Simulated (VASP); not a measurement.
Band structure of Cu₂Se (space group Imm2). These are PBEsol GGA, VASP's PBE PAW potentials (set 64) (plane waves; VASP 6.6.1) values and carry that method's errors.

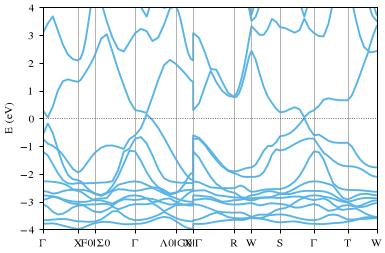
Bands along high-symmetry lines, zero at the valence-band maximum or, without a gap, the Fermi level

### Question
Read the plot: is there a gap, and where are the band edges?

### Answer
It has no gap at this level: it comes out as a metal or semimetal. (Edges off the drawn lines would not show.)

The structure comes from a computed database's Cu2Se entry (Imm2); how it stands against other phases isn't given here. It was relaxed first, which changed the volume by -6 %.
